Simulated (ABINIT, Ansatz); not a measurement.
# Quasiparticle gap of H6PbCNCl3 (Pm) in ABINIT, part 3 of 3

Wanted: ground state, empty states, screening and self-energy for H6PbCNCl3 (Pm).

ABINIT 10.8.3; PBEsol and many-body steps on it, plane waves. Known limits of the many-body steps: not at the basis limit; no spin-orbit coupling; coarse k mesh.

So far. Step 3 (Bands along the symmetry lines): The gap is 2.463 eV, as in the run before at this level. Step 4 (Empty states on the mesh, 2×2×2 mesh, 404 bands): On this mesh the gap is 2.463 eV.

## Step 5: Screening, 2×2×2 mesh, 368 bands, screening to 174.2 eV

The RPA dielectric matrix is built and inverted for each q.

This step: RPA screening on PBEsol, plane waves, norm-conserving pseudopotentials.

File run.abi:

```
acell 3*1.0 Angstrom
rprim 
  5.752832000000 0.000000000000 0.000000000000
  0.000000000000 5.764671000000 0.000000000000
  -0.002604000000 0.000000000000 5.855201000000
ntypat 5
znucl 1 82 6 7 17
natom 12
typat 1 1 1 1 1 1 2 3 4 5 5 5
xred 
  0.879476000000 0.500000000000 0.790423000000
  0.813252000000 0.344072000000 0.047387000000
  0.813252000000 0.655928000000 0.047387000000
  0.229661000000 0.354316000000 0.978538000000
  0.229661000000 0.645684000000 0.978538000000
  0.170957000000 0.500000000000 0.216412000000
  0.473988000000 0.000000000000 0.483874000000
  0.894268000000 0.500000000000 0.976848000000
  0.144932000000 0.500000000000 0.040731000000
  0.427891000000 0.000000000000 0.975558000000
  0.429192000000 0.500000000000 0.520036000000
  0.971826000000 0.000000000000 0.439660000000
pp_dirpath "pseudos"
pseudos "H.upf, Pb.upf, C.upf, N.upf, Cl.upf"
ecut 37
ngkpt 2 2 2
nshiftk 1
shiftk 0 0 0
kptopt 1
chksymbreak 0
istwfk *1
occopt 1
irdwfk 1
optdriver 3
nband 368
ecuteps 6.4
inclvkb 2
awtr 1
symchi 1
indata_prefix "in"
outdata_prefix "out"
tmpdata_prefix "tmp"
```

The run is started by

```bash
OMP_NUM_THREADS=1 mpirun -n 4 abinit run.abi > log
```

Numbers of over 12 decimals in the logs are rounded to 6 here.

The log of the run:

```text
.Version 10.8.3 of ABINIT. v10.8.2 released Aug 2026.

 Symmetries : space group Pm (#  6); Bravais mP (primitive monocl.)
[... echo of the input left out ...]
== DATASET  1 ==================================================================
-   mpi_nproc: 4, omp_nthreads: 1 (-1 if OMP is not activated)

--- !DatasetInfo
iteration_state: {dtset: 1, }
dimensions: {natom: 12, nkpt: 8, mband: 368, nsppol: 1, nspinor: 1, nspden: 1, mpw: 14134, }
cutoff_energies: {ecut:  37.0, pawecutdg:  -1.0, }
electrons: {nelect:   5.80000000E+01, charge:   0.00000000E+00, occopt:   1.00000000E+00, tsmear:   1.00000000E-02, }

 SCREENING: Calculation of the susceptibility and dielectric matrices

 Based on a program developped by R.W. Godby, V. Olevano, G. Onida, and L. Reining.
 Incorporated in ABINIT by V. Olevano, G.-M. Rignanese, and M. Torrent.
.Using double precision arithmetic ; gwpc =  8

[... cell and pseudopotentials left out ...]
--------------------------------------------------------------------------------

 ==== K-mesh for the wavefunctions ====
 Number of points in the irreducible wedge :     8
[... list of points left out ...]
 Together with  2 symmetry operations and time-reversal symmetry
 yields     8 points in the full Brillouin Zone.

 ==== Q-mesh for the screening function ====
 Number of points in the irreducible wedge :     8
[... list of points left out ...]
 Together with  2 symmetry operations and time-reversal symmetry
 yields     8 points in the full Brillouin Zone.

 setmesh: FFT mesh size selected  =    45x   45x   45
          total number of points  =        91125

 vcoul_init : cutoff-mode = AUXILIARY_FUNCTION
 q-points for optical limit:   1
     1)      0.000010    0.000020    0.000030

- screening: taking advantage of time-reversal symmetry
- Maximum band index for partially occupied states nbvw = 29
- Remaining bands to be divided among processors   nbcw = 339
- Number of bands treated by each node ~84

 Number of electrons calculated from density =   58.0000; Expected =   58.0000
 average of density, n =  0.044262
 r_s =    1.7537
 omega_plasma =   20.2942 [eV]

 calculating chi0 at frequencies [eV] :
  1    0.000000E+00    0.000000E+00
  2    0.000000E+00    2.029422E+01

--------------------------------------------------------------------------------
  q-point number  1        q = ( 0.000000, 0.000000, 0.000000) [r.l.u.]
--------------------------------------------------------------------------------
[... chi0 elements left out ...]
 For q-point:  0.000010 0.000020 0.000030
  dielectric constant =   4.8758
  dielectric constant without local fields =   5.5968

  Average fulfillment of the sum rule on Im[epsilon] for q-point    1 :     78.28  [%]
[... wings left out ...]
  q-point number  2        q = ( 0.500000, 0.000000, 0.000000) [r.l.u.]
--------------------------------------------------------------------------------
[... chi0 elements left out ...]
  Average fulfillment of the sum rule on Im[epsilon] for q-point    2 :     81.87  [%]

 [... 6 further q-points ...]
```

The job ended after 14 min (4 MPI ranks of Arm Neoverse V1, shared host; peak memory 6.9 GiB).

This step gave:

```
ε∞ with local fields, on this mesh, along the program's q direction : 4.876
the same without local fields                                       : 5.597
plasma frequency                                                    : 20.29 eV
plane waves in the screening matrix                                 : 1021
```

Local fields lower ε∞ by 13 %. On a Γ-centred mesh this coarse the value itself is usually too large, while a short band sum pulls it down.

## Step 6: Self-energy, 2×2×2 mesh, 368 bands, screening to 174.2 eV

The self-energy is evaluated for the states that the input lists, and the levels follow from it, in one-shot runs by the linearised quasiparticle equation.

This step: G0W0 on PBEsol, plane waves, norm-conserving pseudopotentials.

run.abi, as its differences from that of step 5:

```diff
@@ -33,8 +33,17 @@
 irdwfk 1
-optdriver 3
+optdriver 4
 nband 368
+gwcalctyp 0
+ecutsigx 37
+symsigma 1
+nkptgw 2
+kptgw 
+  0.5000000000 0.5000000000 0.5000000000
+  0.0000000000 0.0000000000 0.0000000000
+bdgw 
+  28 31
+  28 31
 ecuteps 6.4
-inclvkb 2
-awtr 1
-symchi 1
+irdscr 1
+ppmodel 1
 indata_prefix "in"
```

The log of the run:

```text
.Version 10.8.3 of ABINIT. v10.8.2 released Aug 2026.

 Symmetries : space group Pm (#  6); Bravais mP (primitive monocl.)
[... echo of the input left out ...]
== DATASET  1 ==================================================================
-   mpi_nproc: 4, omp_nthreads: 1 (-1 if OMP is not activated)

--- !DatasetInfo
iteration_state: {dtset: 1, }
dimensions: {natom: 12, nkpt: 8, mband: 368, nsppol: 1, nspinor: 1, nspden: 1, mpw: 14134, }
cutoff_energies: {ecut:  37.0, pawecutdg:  -1.0, }
electrons: {nelect:   5.80000000E+01, charge:   0.00000000E+00, occopt:   1.00000000E+00, tsmear:   1.00000000E-02, }

 SIGMA: Calculation of the GW corrections

 Based on a program developped by R.W. Godby, V. Olevano, G. Onida, and L. Reining.
 Incorporated in ABINIT by V. Olevano, G.-M. Rignanese, and M. Torrent.
.Using double precision arithmetic ; gwpc =  8

[... cell and pseudopotentials left out ...]
--------------------------------------------------------------------------------

 ==== K-mesh for the wavefunctions ====
 Number of points in the irreducible wedge :     8
[... list of points left out ...]
 Together with  2 symmetry operations and time-reversal symmetry
 yields     8 points in the full Brillouin Zone.

 ==== Q-mesh for screening function ====
 Number of points in the irreducible wedge :     8
[... list of points left out ...]
 Together with  2 symmetry operations and time-reversal symmetry
 yields     8 points in the full Brillouin Zone.

 vcoul_init : cutoff-mode = AUXILIARY_FUNCTION
 q-points for optical limit:   1
     1)      0.000010    0.000020    0.000030
 setmesh: FFT mesh size selected  =    60x   60x   64
          total number of points  =       230400

 Number of electrons calculated from density =   58.0000; Expected =   58.0000
 average of density, n =  0.044262
 r_s =    1.7537
 omega_plasma =   20.2942 [eV]

 === KS Band Gaps ===
  >>>> For spin  1
   Minimum direct gap =   2.4631 [eV], located at k-point      :   0.5000  0.5000  0.5000
   Fundamental gap    =   2.4631 [eV], Top of valence bands at :   0.5000  0.5000  0.5000
                                       Bottom of conduction at :   0.5000  0.5000  0.5000
 SIGMA fundamental parameters:
 PLASMON POLE MODEL  1
 number of plane-waves for SigmaX                14083
 number of plane-waves for SigmaC and W           1021
 number of plane-waves for wavefunctions         14083
 number of bands                                   368
 number of independent spin polarizations            1
 number of spinorial components                      1
 number of k-points in IBZ                           8
 number of q-points in IBZ                           8
 number of symmetry operations                       2
 number of k-points in BZ                            8
 number of q-points in BZ                            8
 number of frequencies for dSigma/dE                 9
 frequency step for dSigma/dE [eV]                0.25
 number of omega for Sigma on real axis              0
 max omega for Sigma on real axis  [eV]           0.00
 zcut for avoiding poles [eV]                     0.10

 EPSILON^-1 parameters (SCR file):
 dimension of the eps^-1 matrix on file           1021
 dimension of the eps^-1 matrix used              1021
 number of plane-waves for wavefunctions         14083
 number of bands                                   368
 number of q-points in IBZ                           8
 number of frequencies                               2
 number of real frequencies                          1
 number of imag frequencies                          1

 matrix elements of self-energy operator (all in [eV])

 Perturbative Calculation

--- !SelfEnergy_ee
iteration_state: {dtset: 1, }
kpoint     : [   0.500,    0.500,    0.500, ]
spin       : 1
KS_gap     :    2.463
QP_gap     :    4.128
Delta_QP_KS:    1.665
data: !SigmaeeData |
     Band     E0 <VxcDFT>   SigX SigC(E0)      Z dSigC/dE  Sig(E)    E-E0       E
       28  -0.548 -13.932 -18.306   2.682   0.771  -0.297 -15.236  -1.304  -1.852
       29   0.627 -15.051 -17.601   1.485   0.789  -0.268 -15.891  -0.840  -0.212
       30   3.091 -10.596  -6.392  -3.198   0.820  -0.219  -9.771   0.825   3.916
       31   3.113 -10.532  -6.307  -3.199   0.821  -0.218  -9.689   0.842   3.956

--- !SelfEnergy_ee
iteration_state: {dtset: 1, }
kpoint     : [   0.000,    0.000,    0.000, ]
spin       : 1
KS_gap     :    5.799
QP_gap     :    7.733
Delta_QP_KS:    1.934
data: !SigmaeeData |
     Band     E0 <VxcDFT>   SigX SigC(E0)      Z dSigC/dE  Sig(E)    E-E0       E
       28  -0.725 -13.651 -18.066   2.711   0.770  -0.299 -14.963  -1.312  -2.036
       29  -0.698 -13.665 -18.067   2.700   0.770  -0.299 -14.975  -1.310  -2.008
       30   5.101  -7.648  -3.631  -3.277   0.841  -0.189  -7.025   0.624   5.724
       31   6.045 -11.497  -6.923  -3.529   0.804  -0.244 -10.657   0.840   6.885

== END DATASET(S) ==============================================================
================================================================================

 -outvars: echo values of variables after computation  --------
           etotal      0.0000000000E+00
            nband         368
             nkpt           8
          spgroup           6
 [... the other variables as echoed above ...]

 Calculation completed.
```

It took 4.8 min on 4 MPI ranks; peak memory 7.2 GiB.

Numbers from this step:

- G0W0 gap on the points computed: 4.128 eV
- starting gap on the mesh: 2.463 eV
- k of the valence top: 0.5, 0.5, 0.5
- k of the conduction bottom: 0.5, 0.5, 0.5
- Z at the valence top: 0.789
- Z at the conduction bottom: 0.82
- least direct G0W0 gap on the computed points: 4.128 eV

The gap on the mesh goes from 2.46 eV to 4.13 eV, a correction of +1.66 eV.

Limits: finite bands, cutoff and mesh; no spin-orbit coupling; coarse k mesh. v1 is the top filled band, c1 the lowest empty one. Levels before and after the correction, in eV, zero at the valence-band top of each column:

|  | conduction bottom | valence top |
| --- | --- | --- |
| Kohn-Sham | 2.46 | 0.00 |
| G0W0 | 4.13 | 0.00 |

|  | level | energy (eV) |
| --- | --- | --- |
| Kohn-Sham | (0.5 0.5 0.5) v2 | -1.176 |
| Kohn-Sham | (0.5 0.5 0.5) v1 | 0.000 |
| Kohn-Sham | (0.5 0.5 0.5) c1 | 2.463 |
| Kohn-Sham | (0.5 0.5 0.5) c2 | 2.486 |
| G0W0 | (0.5 0.5 0.5) v2 | -1.640 |
| G0W0 | (0.5 0.5 0.5) v1 | 0.000 |
| G0W0 | (0.5 0.5 0.5) c1 | 4.128 |
| G0W0 | (0.5 0.5 0.5) c2 | 4.168 |

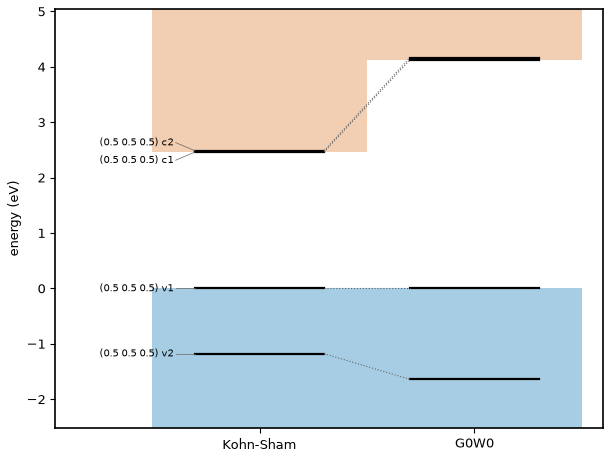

Levels before and after the correction. Shaded: valence and conduction bands.

## Step 7: Where the time went

Times are wall times on 4 MPI ranks of Arm Neoverse V1, shared host, good to a factor of about two.

| step | time | share | memory (GiB) |
| --- | --- | --- | --- |
| ground state | 4.9 min | 12 % | 0.75 |
| bands along the symmetry lines | 2.3 min | 6 % | 0.68 |
| empty states on the mesh | 15 min | 37 % | 1.2 |
| screening | 14 min | 34 % | 6.9 |
| self-energy | 4.8 min | 12 % | 7.2 |

## Step 8: What came out

| Quantity | Value |
| --- | --- |
| PBEsol gap | 2.46 eV, direct |
| G0W0 gap on the mesh | 4.13 eV |
| GW settings | 2×2×2 mesh, 368 bands, screening to 174.2 eV, Godby-Needs plasmon pole |
| known limits | not at the basis limit; no spin-orbit coupling; coarse k mesh |

**Reading.** G0W0 moves the gap on the mesh from 2.46 eV to 4.13 eV (+1.66 eV), with Z of 0.79 and 0.82 at the edges. Local fields lower the RPA ε∞ on this mesh from 5.60 to 4.88; a Γ-centred mesh this coarse tends to raise both, most where the direct gap is narrow, while a short band sum lowers them. Only 2 of the mesh's irreducible points were corrected, so a valley elsewhere could overtake. Bands and cutoff are finite, so the gap is not at the basis limit. The miss can reach some tenths of an eV and take either sign; the mesh is an error of its own. In the G0W0 run levels were corrected at 2 k points alone, so a gap called «on the mesh» is the least over those, and an edge elsewhere would be missed. The 2×2×2 mesh is coarse for this cell, which bears on the long-range parts of exchange and screening. Where an edge is built on 6p states of lead, bismuth or thallium, scalar-relativistic gaps usually stand too wide, by a few tenths to over one eV. The many-body steps are scalar-relativistic: spin-orbit coupling is not in them.

[Paths, hosts, dates, memory and timing lines, banners, echoed tables and standing remarks are left out of the program output.]

[Logs are printed without paths, hosts, clocks, repeated set-up lines and the standing remarks that a program may print on its own settings, such as how far it seeks lower states.]

[Runs of the session that timed out or met a known fault of the program may be left out.]

[Hosts, paths, dates, database ids (printed as entryN), source tags and the programs' standing remarks are cut or masked in the printed files.]

[G0W0 gaps are taken among the corrected bands and points alone; a level outside them can change the order at an edge.]

[Where Ansatz stands beside ABINIT at settings called matched, ABINIT's density can come from a denser mesh and the files from another edition; pairs whose starting gaps differed by over 0.03 eV were left out, so agreement reads better than it is.]
